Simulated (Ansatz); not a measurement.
# Ge wire along [100], 21 atoms a period, H-terminated: bands by functional

Wanted: the relaxed geometry and the bands of the Ge wire along [100], 21 atoms a period, H-terminated.

Calculated with Ansatz 0.2.0; DFT PBE, plane waves, PAW; relaxation of a wire's period; PAW set soft_1, in the first sound run; inputs show where later runs differ.

## 1. The structure

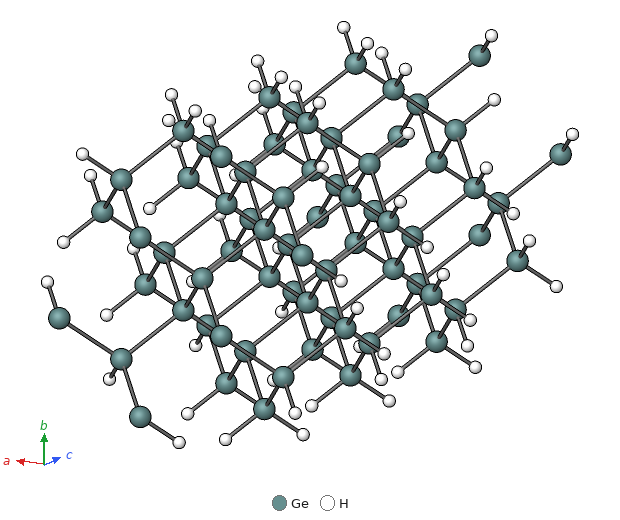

The starting structure, seen at a slant to the c axis (germanium teal, hydrogen white). 1×1×3 cells are drawn. Some periodic images of atoms are drawn too.

The cell holds 41 atoms: 21 Ge and 20 H. Cell: a = 17.241 Å, b = 17.241 Å, c = 5.760 Å, α = 90.0°, β = 90.0°, γ = 90.0°. Vacuum lies along a and b. The structure's axis is c.

## 2. Relaxation of atoms and period

Band widths follow the bond lengths, so the wire is relaxed first. The atoms and the third cell vector are free; the box across stays fixed as vacuum. A Fermi-Dirac smearing is set since the result may be a metal. The pressure printed is a third of the stress's trace over the whole box, vacuum included; only the stress along the axis is relaxed.

Input file input.yaml:

```yaml
crystal:
  lattice:
    - [17.241, 0.0, 0.0]
    - [0.0, 17.241, 0.0]
    - [0.0, 0.0, 5.76]
  atoms:
    - { symbol: Ge, position: [0.24944414, 0.58353149, 0.0] }
    - { symbol: Ge, position: [0.416487815, 0.416487815, 0.0] }
    - { symbol: Ge, position: [0.416487815, 0.750575165, 0.0] }
    - { symbol: Ge, position: [0.58353149, 0.24944414, 0.0] }
    - { symbol: Ge, position: [0.58353149, 0.58353149, 0.0] }
    - { symbol: Ge, position: [0.750575165, 0.416487815, 0.0] }
    - { symbol: H, position: [0.280726176, 0.280726176, 0.093634302] }
    - { symbol: H, position: [0.719293129, 0.719293129, 0.093634302] }
    - { symbol: H, position: [0.197204338, 0.531291688, 0.156365698] }
    - { symbol: H, position: [0.468727617, 0.802814967, 0.156365698] }
    - { symbol: H, position: [0.531291688, 0.197204338, 0.156365698] }
    - { symbol: H, position: [0.802814967, 0.468727617, 0.156365698] }
    - { symbol: Ge, position: [0.332965978, 0.332965978, 0.25] }
    - { symbol: Ge, position: [0.332965978, 0.667053328, 0.25] }
    - { symbol: Ge, position: [0.500009653, 0.500009653, 0.25] }
    - { symbol: Ge, position: [0.667053328, 0.332965978, 0.25] }
    - { symbol: Ge, position: [0.667053328, 0.667053328, 0.25] }
    - { symbol: H, position: [0.197204338, 0.468727617, 0.343634302] }
    - { symbol: H, position: [0.468727617, 0.197204338, 0.343634302] }
    - { symbol: H, position: [0.531291688, 0.802814967, 0.343634302] }
    - { symbol: H, position: [0.802814967, 0.531291688, 0.343634302] }
    - { symbol: H, position: [0.280726176, 0.719293129, 0.406365698] }
    - { symbol: H, position: [0.719293129, 0.280726176, 0.406365698] }
    - { symbol: Ge, position: [0.24944414, 0.416487815, 0.5] }
    - { symbol: Ge, position: [0.416487815, 0.24944414, 0.5] }
    - { symbol: Ge, position: [0.416487815, 0.58353149, 0.5] }
    - { symbol: Ge, position: [0.58353149, 0.416487815, 0.5] }
    - { symbol: Ge, position: [0.58353149, 0.750575165, 0.5] }
    - { symbol: Ge, position: [0.750575165, 0.58353149, 0.5] }
    - { symbol: H, position: [0.197204338, 0.364248013, 0.656365698] }
    - { symbol: H, position: [0.364248013, 0.197204338, 0.656365698] }
    - { symbol: H, position: [0.635771292, 0.802814967, 0.656365698] }
    - { symbol: H, position: [0.802814967, 0.635771292, 0.656365698] }
    - { symbol: Ge, position: [0.332965978, 0.500009653, 0.75] }
    - { symbol: Ge, position: [0.500009653, 0.332965978, 0.75] }
    - { symbol: Ge, position: [0.500009653, 0.667053328, 0.75] }
    - { symbol: Ge, position: [0.667053328, 0.500009653, 0.75] }
    - { symbol: H, position: [0.197204338, 0.635771292, 0.843634302] }
    - { symbol: H, position: [0.364248013, 0.802814967, 0.843634302] }
    - { symbol: H, position: [0.635771292, 0.197204338, 0.843634302] }
    - { symbol: H, position: [0.802814967, 0.364248013, 0.843634302] }
kpoints:
  mp_grid: { grid: [1, 1, 14] }
scf:
  occupations: { method: fermi_dirac, width: 0.05 }
hamiltonian:
  xc: pbe
  pseudopotentials: { kind: paw, azcp: { folder: soft_1 } }
relax:
  cell: { fix: [a, b, alpha, beta, gamma] }
  max_steps: 45
  f_tol: 0.03
```

The run is started by

```console
$ ansatz run input.yaml --threads 4 --pin off --max-ram 16384MiB --backend cpu --events-out ev --progress --plain --runs-dir out
```

Numbers of over 12 decimals in the logs are rounded to 6 here.

What it wrote:

```text
Engine: ansatz 0.2.0, aarch64-unknown-linux-gnu
Pseudopotentials: kind: paw
Pseudopotential: Ge, paw, valence charge 14, recommended cutoff 420 eV (normal), soft_1/Ge.paw.azcp
Pseudopotential: H, paw, valence charge 1, recommended cutoff 420 eV (normal), soft_1/H.paw.azcp
Functional definition: PBE
  parameter kappa = 0.804
  parameter beta = 0.066725
  exchange = pbe_x(kappa = kappa, mu = beta*pi^2/3)
  correlation = pbe_c(beta = beta)
Crystal: 41 atoms, lattice volume = 1712.172 Å³
Basis set: ecut = 420 eV, 33539 PW (Γ), exchange–correlation on 240×240×80 points (8 copies of the dense FFT grid, shifted against one another)
Bands: 198, of which v1, the nominal top of the filled ones, is band 157 counted from 1 (156 counted from 0)
Symmetry: 8 space group operations
Space group: P-42m (ITA 111), of the structure as read, at distance tolerance 1.2e-4 Å
k-points: 8 of 14
Non-local potential: Ge, projectors of the file, l = 0: 2, l = 1: 2, l = 2: 3, l = 3: 1
Non-local potential: H, projectors of the file, l = 0: 2, l = 1: 1
PAW form: soft (Blöchl's): semilocal exchange-correlation on the pseudo side does not see the compensation charge
PAW one-centre angular grid: Ge, 590 points (default); XC on 64 Gauss nodes
PAW one-centre angular grid: H, 110 points (default); XC on 64 Gauss nodes
Initial density: superposition of atomic densities (neutral atoms: chi_scale 0, normalization atom)
Initial wavefunctions: pseudopotential atomic-orbital guess
Functional: x = pbe(κ = 0.804, μ = 0.219515), c = pbe(β = 0.066725)
SCF iter   1: F=—  HF=-90511.986845 eV  |F-HF|=—  |Δ(HF+E_count)|=         —  Δρ=3.50e-2  dr2=1.76e1  ethr=3.10e-3  ⟨swp⟩=6.4  Hψ=6295  notcnv=0  defer=79
preconditioner: auto → Resta (q_TF=auto, 2.056 Å⁻¹)  ε∞=1.5  [insulator: Δε(μ)=2.290 eV  Ē_g=21.811 eV  σ=0.050 eV  W_gap=1.00  n_scr=234 (ndim 8)  ℏωp=15.9 eV  f_vac=0.551  D(μ)=0.00/eV (n_scr^D=0)  ε∞_Penn≈1.5  vacuum switching on, ρ_ref=3.5e-2 e/Å³]
SCF iter   2: F=—  HF=-90508.047385 eV  |F-HF|=—  |Δ(HF+E_count)|=    3.94e0  Δρ=1.51e-2  dr2=3.92e0  ethr=3.10e-3  ⟨swp⟩=3.0  Hψ=2240  notcnv=0  defer=254
SCF iter   3: F=—  HF=-90508.034970 eV  |F-HF|=—  |Δ(HF+E_count)|=   1.24e-2  Δρ=5.72e-3  dr2=5.26e0  ethr=1.25e-3  ⟨swp⟩=4.0  Hψ=2156  notcnv=0  defer=255
SCF iter   4: F=—  HF=-90507.142374 eV  |F-HF|=—  |Δ(HF+E_count)|=   8.93e-1  Δρ=1.71e-3  dr2=5.78e-2  ethr=1.25e-3  ⟨swp⟩=3.0  Hψ=1982  notcnv=0  defer=253
SCF iter   5: F=—  HF=-90507.146151 eV  |F-HF|=—  |Δ(HF+E_count)|=   3.78e-3  Δρ=6.78e-4  dr2=3.81e-3  ethr=1.84e-5  ⟨swp⟩=2.1  Hψ=1755  notcnv=0  defer=252
SCF iter   6: F=—  HF=-90507.148428 eV  |F-HF|=—  |Δ(HF+E_count)|=   2.28e-3  Δρ=1.50e-4  dr2=2.87e-4  ethr=1.21e-6  ⟨swp⟩=2.0  Hψ=2588  notcnv=0  defer=252
SCF iter   7: F=—  HF=-90507.148526 eV  |F-HF|=—  |Δ(HF+E_count)|=   9.80e-5  Δρ=4.01e-5  dr2=2.21e-5  ethr=9.15e-8  ⟨swp⟩=2.0  Hψ=2588  notcnv=0  defer=252
SCF iter   8: F=—  HF=-90507.148978 eV  |F-HF|=—  |Δ(HF+E_count)|=   4.51e-4  Δρ=1.44e-5  dr2=3.04e-6  ethr=7.04e-9  ⟨swp⟩=2.0  Hψ=2806  notcnv=0  defer=252
SCF iter   9: F=—  HF=-90507.148981 eV  |F-HF|=—  |Δ(HF+E_count)|=   2.82e-6  Δρ=4.51e-6  dr2=4.72e-7  ethr=9.68e-10  ⟨swp⟩=2.0  Hψ=2588  notcnv=0  defer=252
SCF iter  10: F=-90507.148981 eV  HF=-90507.148981 eV  |F-HF|=6.55e-9  |Δ(HF+E_count)|=   1.32e-7  Δρ=1.07e-6  dr2=1.42e-8  ethr=3.18e-11  ⟨swp⟩=5.0  Hψ=4608  notcnv=0
SCF 1 converged in 10 iterations: F = -90507.148981 eV  dr2 = 1.42e-8
  greatest PAW one-centre occupation: 0.998 electrons in one spin orbital (limit 2), on the Ge atom at site 23 (counted from 0), in its partial waves of l = 2
relax step   1: F+E_penalty+E_count = -90507.14898083 eV  Δ(F+E_penalty+E_count) = +0.000e0 eV  max|allowed force component| = 2.949e-1 eV/Å  Δτ_max = 0.0000 Å  P = -0.345 GPa  Ω = 1712.172 Å³  fix = [a, b, alpha, beta, gamma]  reactions: a -0.423, b -0.423 GPa  (10 SCF iters, dr2 threshold 1.00e-7 eV, accepted)
Crystal: 41 atoms, lattice volume = 1724.171 Å³
Basis set: ecut = 420 eV, 33707 PW (Γ), exchange–correlation on 240×240×80 points (8 copies of the dense FFT grid, shifted against one another)
Initial density: handed on by an earlier stage of this run
Initial wavefunctions: those handed on with the density
iter 1 solved again at ethr=2.88e-4 eV; its pass at ethr=3.10e-3 eV (dr2=9.04e-1 eV) is discarded
SCF iter   1: F=—  HF=-90507.647508 eV  |F-HF|=—  |Δ(HF+E_count)|=         —  Δρ=1.02e-2  dr2=9.11e-1  ethr=2.88e-4  ⟨swp⟩=4.9  Hψ=7004  notcnv=0
preconditioner: auto → Resta (q_TF=auto, 2.054 Å⁻¹)  ε∞=1.5  [insulator: Δε(μ)=2.344 eV  Ē_g=21.784 eV  σ=0.050 eV  W_gap=1.00  n_scr=234 (ndim 8)  ℏωp=15.8 eV  f_vac=0.595  D(μ)=0.00/eV (n_scr^D=0)  ε∞_Penn≈1.5  vacuum switching on, ρ_ref=3.4e-2 e/Å³]
SCF iter   2: F=—  HF=-90507.531990 eV  |F-HF|=—  |Δ(HF+E_count)|=   1.16e-1  Δρ=4.88e-3  dr2=2.05e-1  ethr=2.88e-4  ⟨swp⟩=3.1  Hψ=2407  notcnv=0  defer=32
SCF iter   3: F=—  HF=-90507.554375 eV  |F-HF|=—  |Δ(HF+E_count)|=   2.24e-2  Δρ=1.20e-3  dr2=1.96e-1  ethr=6.54e-5  ⟨swp⟩=4.5  Hψ=2606  notcnv=0  defer=33
SCF iter   4: F=—  HF=-90507.519001 eV  |F-HF|=—  |Δ(HF+E_count)|=   3.54e-2  Δρ=3.17e-4  dr2=4.48e-3  ethr=6.26e-5  ⟨swp⟩=3.0  Hψ=1988  notcnv=0  defer=255
SCF iter   5: F=—  HF=-90507.518833 eV  |F-HF|=—  |Δ(HF+E_count)|=   1.68e-4  Δρ=1.34e-4  dr2=2.42e-4  ethr=1.43e-6  ⟨swp⟩=2.0  Hψ=1667  notcnv=0  defer=255
SCF iter   6: F=—  HF=-90507.519133 eV  |F-HF|=—  |Δ(HF+E_count)|=   3.01e-4  Δρ=3.80e-5  dr2=3.69e-5  ethr=7.71e-8  ⟨swp⟩=2.0  Hψ=2576  notcnv=0  defer=255
SCF iter   7: F=-90507.519132 eV  HF=-90507.519132 eV  |F-HF|=5.07e-7  |Δ(HF+E_count)|=   1.78e-6  Δρ=9.72e-6  dr2=9.97e-7  ethr=1.31e-9  ⟨swp⟩=3.0  Hψ=5660  notcnv=0
SCF 2 converged in 7 iterations: F = -90507.519132 eV  dr2 = 9.97e-7
  greatest PAW one-centre occupation: 0.998 electrons in one spin orbital (limit 2), on the Ge atom at site 27 (counted from 0), in its partial waves of l = 2
relax step   2: F+E_penalty+E_count = -90507.51913222 eV  Δ(F+E_penalty+E_count) = -3.702e-1 eV  max|allowed force component| = 2.611e-1 eV/Å  Δτ_max = 0.1949 Å  P = -0.173 GPa  Ω = 1724.171 Å³  energy of the carried Pulay correction = -2.011e-3 eV  fix = [a, b, alpha, beta, gamma]  reactions: a -0.167, b -0.167 GPa  (7 SCF iters, dr2 threshold 4.10e-6 eV, accepted)
Crystal: 41 atoms, lattice volume = 1723.248 Å³
Basis set: ecut = 420 eV, 33691 PW (Γ), exchange–correlation on 240×240×80 points (8 copies of the dense FFT grid, shifted against one another)
iter 1 solved again at ethr=1.91e-5 eV; its pass at ethr=3.10e-3 eV (dr2=6.01e-2 eV) is discarded
[...]
SCF iter   5: F=—  HF=-90507.792020 eV  |F-HF|=—  |Δ(HF+E_count)|=   7.31e-6  Δρ=4.52e-7  dr2=4.32e-9  ethr=7.21e-12  ⟨swp⟩=3.0  Hψ=2741  notcnv=0
SCF iter   6: F=-90507.792023 eV  HF=-90507.792023 eV  |F-HF|=2.02e-7  |Δ(HF+E_count)|=   2.99e-6  Δρ=1.05e-7  dr2=2.93e-10  ethr=1.00e-12  ⟨swp⟩=2.9  Hψ=5801  notcnv=0
SCF 7 converged in 6 iterations: F = -90507.792023 eV  dr2 = 2.93e-10
  greatest PAW one-centre occupation: 0.998 electrons in one spin orbital (limit 2), on the Ge atom at site 3 (counted from 0), in its partial waves of l = 2
relax step   7: F+E_penalty+E_count = -90507.79202347 eV  Δ(F+E_penalty+E_count) = -1.581e-3 eV  max|allowed force component| = 9.770e-3 eV/Å  Δτ_max = 0.0000 Å  P = +0.004 GPa  Ω = 1720.832 Å³  fix = [a, b, alpha, beta, gamma]  reactions: a +0.003, b +0.003 GPa  stress off target by 5.84e-3 GPa on what of the cell is left free  SCF on the basis re-selected at this cell (its energy is not comparable with the rows above)  (6 SCF iters)
basis re-selected at this cell: Δ(F+E_penalty+E_count) = -1.581e-3 eV, ΔP = +0.001 GPa vs the last step (what re-selecting the basis moved, of the pressure what is left beyond the Pulay correction that the steps carried, after the strain that the cell walked since its last selection, with what the two solves' SCF thresholds leave and, on support functions, any second-order correction that the steps lacked; it is no m [...]
SCF converged after 6 iterations
Free energy (F): -90507.792023 eV
Harris-Foulkes:  -90507.792023 eV  (|F-HF|=2.02e-7)
Internal energy: -90507.792023 eV  (E = F + TS)
E sigma→0 (E₀):  -90507.792023 eV
Fermi energy:    -0.436693 eV
--- Per-component energies (eV) ---
  E_band       = -5892.054213
  E_kinetic    = 2196.500474
  E_local      = -177170.411286  (includes V_loc(G=0)·N_el)
  E_nonlocal   = 4598.753083
  E_hartree    = 86114.381864
  E_xc         = -1666.899664
  E_vxc        = -1576.082566  (∫ρ·V_xc dr)
  E_paw        = -42310.524227  (= ΣΔE_a)
  E_vpaw       = -6169.554982  (= ΣTr[D̂ρ^β])
  E_aug_tail   = -0.018433  (compensation charges beyond the density's cutoff)
  E_ewald      = 37730.426166
  E_smearing   = -0.000000  (= −TS)
  E_closure    = -0.000000  (closes the sum)
  Σ components = -90507.792023   (vs F -90507.792023, Δ=0.00e0)
--- Forces (eV/Å), atoms counted from 1 ---
  atom   1  Ge    -0.00416023     0.00639952    -0.00186934
  atom   2  Ge     0.00474615     0.00474615    -0.00505814
  atom   3  Ge    -0.00639952     0.00416023    -0.00186934
  atom   4  Ge     0.00639952    -0.00416023    -0.00186934
  atom   5  Ge    -0.00474615    -0.00474615    -0.00505814
  atom   6  Ge     0.00416023    -0.00639952    -0.00186934
  atom   7  H     -0.00043997    -0.00043997    -0.00121306
  atom   8  H      0.00043997     0.00043997    -0.00121306
  atom   9  H      0.00021565    -0.00255367     0.00410621
  atom  10  H      0.00255367    -0.00021565     0.00410621
  atom  11  H     -0.00255367     0.00021565     0.00410621
  atom  12  H     -0.00021565     0.00255367     0.00410621
  atom  13  Ge     0.00428099     0.00428099    -0.00976974
  atom  14  Ge     0.00428099    -0.00428099     0.00976974
  atom  15  Ge    -0.00000000     0.00000000     0.00000000
  atom  16  Ge    -0.00428099     0.00428099     0.00976974
  atom  17  Ge    -0.00428099    -0.00428099    -0.00976974
  atom  18  H      0.00021565     0.00255367    -0.00410621
  atom  19  H      0.00255367     0.00021565    -0.00410621
  atom  20  H     -0.00255367    -0.00021565    -0.00410621
  atom  21  H     -0.00021565    -0.00255367    -0.00410621
  atom  22  H     -0.00043997     0.00043997     0.00121306
  atom  23  H      0.00043997    -0.00043997     0.00121306
  atom  24  Ge    -0.00416023    -0.00639952     0.00186934
  atom  25  Ge    -0.00639952    -0.00416023     0.00186934
  atom  26  Ge     0.00474615    -0.00474615     0.00505814
  atom  27  Ge    -0.00474615     0.00474615     0.00505814
  atom  28  Ge     0.00639952     0.00416023     0.00186934
  atom  29  Ge     0.00416023     0.00639952     0.00186934
  atom  30  H      0.00347270    -0.00404385     0.00689703
  atom  31  H     -0.00404385     0.00347270     0.00689703
  atom  32  H      0.00404385    -0.00347270     0.00689703
  atom  33  H     -0.00347270     0.00404385     0.00689703
  atom  34  Ge    -0.00569120    -0.00000000     0.00000000
  atom  35  Ge     0.00000000    -0.00569120     0.00000000
  atom  36  Ge     0.00000000     0.00569120    -0.00000000
  atom  37  Ge     0.00569120    -0.00000000     0.00000000
  atom  38  H      0.00347270     0.00404385    -0.00689703
  atom  39  H     -0.00404385    -0.00347270    -0.00689703
  atom  40  H      0.00404385     0.00347270    -0.00689703
  atom  41  H     -0.00347270    -0.00404385    -0.00689703
  max |Σ_I F_I| component: 1.73e-18 eV/Å
--- Stress (GPa, compression-positive) ---
        0.002772       0.000000       0.000000
        0.000000       0.002772       0.000000
        0.000000       0.000000       0.005837
  P = ⅓ Tr σ = 0.0038 GPa (0.038 kbar)
--- Relaxed structure (6 steps of the walk, 6 accepted, 1 SCFs on fresh bases) ---
  F+E_penalty+E_count = -90507.79202347 eV   max|allowed force component| = 9.770e-3 eV/Å   (the final SCF, on the basis selected at the relaxed cell)
  cell:  # Å, volume = 1720.8324 Å³
    - [17.241, 0.0, 0.0]
    - [0.0, 17.241, 0]
    - [0.0, 0, 5.789135]
  atoms:
    - { symbol: Ge, position: [0.253766, 0.588504, -0.018796] }
    - { symbol: Ge, position: [0.417352, 0.417352, 0.0017405] }
    - { symbol: Ge, position: [0.411516, 0.746253, -0.018796] }
    - { symbol: Ge, position: [0.588504, 0.253766, -0.018796] }
    - { symbol: Ge, position: [0.582668, 0.582668, 0.0017405] }
    - { symbol: Ge, position: [0.746253, 0.411516, -0.018796] }
    - { symbol: H, position: [0.282750, 0.282750, 0.103654] }
    - { symbol: H, position: [0.717270, 0.717270, 0.103654] }
    - { symbol: H, position: [0.189139, 0.543648, 0.108992] }
    - { symbol: H, position: [0.456372, 0.810880, 0.108992] }
    - { symbol: H, position: [0.543648, 0.189139, 0.108992] }
    - { symbol: H, position: [0.810880, 0.456372, 0.108992] }
    - { symbol: Ge, position: [0.335377, 0.335377, 0.255265] }
    - { symbol: Ge, position: [0.335377, 0.664642, 0.244735] }
    - { symbol: Ge, position: [0.500010, 0.500010, 0.25] }
    - { symbol: Ge, position: [0.664642, 0.335377, 0.244735] }
    - { symbol: Ge, position: [0.664642, 0.664642, 0.255265] }
    - { symbol: H, position: [0.189139, 0.456372, 0.391008] }
    - { symbol: H, position: [0.456372, 0.189139, 0.391008] }
    - { symbol: H, position: [0.543648, 0.810880, 0.391008] }
    - { symbol: H, position: [0.810880, 0.543648, 0.391008] }
    - { symbol: H, position: [0.282750, 0.717270, 0.396346] }
    - { symbol: H, position: [0.717270, 0.282750, 0.396346] }
    - { symbol: Ge, position: [0.253766, 0.411516, 0.518796] }
    - { symbol: Ge, position: [0.411516, 0.253766, 0.518796] }
    - { symbol: Ge, position: [0.417352, 0.582668, 0.498260] }
    - { symbol: Ge, position: [0.582668, 0.417352, 0.498260] }
    - { symbol: Ge, position: [0.588504, 0.746253, 0.518796] }
    - { symbol: Ge, position: [0.746253, 0.588504, 0.518796] }
    - { symbol: H, position: [0.213407, 0.354169, 0.686217] }
    - { symbol: H, position: [0.354169, 0.213407, 0.686217] }
    - { symbol: H, position: [0.645851, 0.786612, 0.686217] }
    - { symbol: H, position: [0.786612, 0.645851, 0.686217] }
    - { symbol: Ge, position: [0.334624, 0.500010, 0.75] }
    - { symbol: Ge, position: [0.500010, 0.334624, 0.75] }
    - { symbol: Ge, position: [0.500010, 0.665395, 0.75] }
    - { symbol: Ge, position: [0.665395, 0.500010, 0.75] }
    - { symbol: H, position: [0.213407, 0.645851, 0.813783] }
    - { symbol: H, position: [0.354169, 0.786612, 0.813783] }
    - { symbol: H, position: [0.645851, 0.213407, 0.813783] }
    - { symbol: H, position: [0.786612, 0.354169, 0.813783] }
```

Elapsed: 8.2 min, on 4 threads of Arm Neoverse V2, shared host; peak memory 6 GiB.

The steps of the relaxation:

```
step  energy less that of the first step (eV)  largest force component (eV/Å)  pressure (GPa)  volume (Å³)
   1                                   0.0000                          0.2949           -0.35      1712.17
   2                                  -0.3702                          0.2611           -0.17      1724.17
   3                                  -0.5061                          0.0994           -0.09      1723.25
   4                                  -0.5944                          0.1000           -0.02      1723.43
   5                                  -0.6308                          0.0696            0.01      1721.95
   6                                  -0.6415                          0.0097            0.00      1720.83
  7*                                  -0.6430                          0.0098            0.00      1720.83
```

Relaxation steps marked * repeat the geometry before them on a plane-wave basis chosen anew for their cell, so energy and pressure can jump there.

The run keeps the 8 symmetry operations that it works with, so distortions that break them were not tested.

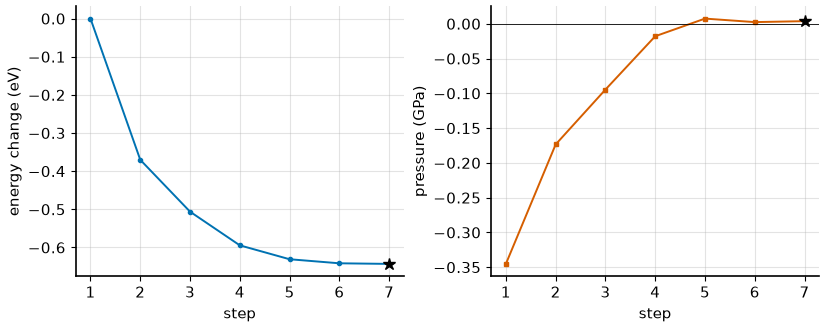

Energy and pressure along the relaxation. Stars mark steps on a basis chosen anew.

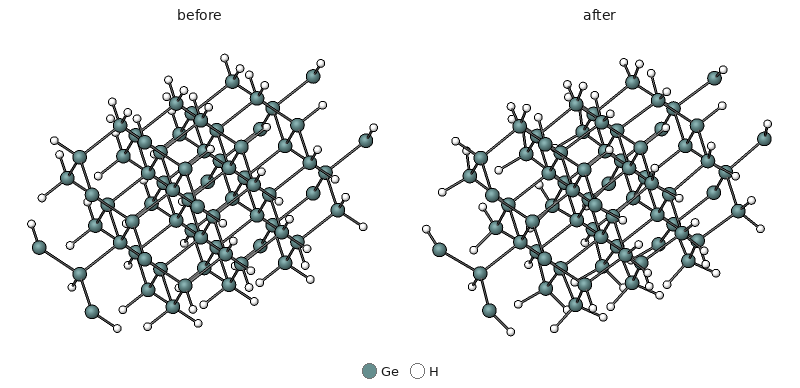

The structure before and after the relaxation, drawn at the same scale.

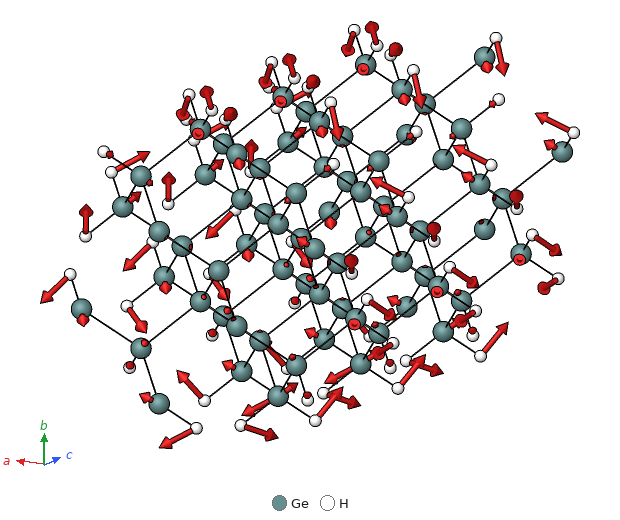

Displacements in the relaxation, exaggerated, measured against the changing cell; the longest in the cell stands for 0.37 Å. 1×1×3 cells are drawn. Some periodic images of atoms are drawn too.

```
cell as run  before  after  change
      c (Å)   5.760  5.789  +0.5 %
```

The atoms that moved most (Å, along periodic axes as changes of fractional coordinates times the final cell, across vacuum about the mean position):

```
atom      dx      dy      dz  length
 H21   0.139   0.213   0.274   0.374
 H20   0.213   0.139   0.274   0.374
  H9  -0.139   0.213  -0.274   0.374
 H11   0.213  -0.139  -0.274   0.374
 H12   0.139  -0.213  -0.274   0.374
 H10  -0.213   0.139  -0.274   0.374
 H18  -0.139  -0.213   0.274   0.374
 H19  -0.213  -0.139   0.274   0.374
```

This step gave:

```
cell length along the wire : 5.789 Å
```

The cell's length comes to 5.789 Å with spin left out.

[end of part 1 of 2]

[Logs are printed without paths, hosts, clocks, repeated set-up lines and the standing remarks that a program may print on its own settings, such as how far it seeks lower states.]

[Hosts, paths, dates, database ids (printed as entryN), source tags and the programs' standing remarks are cut or masked in the printed files.]
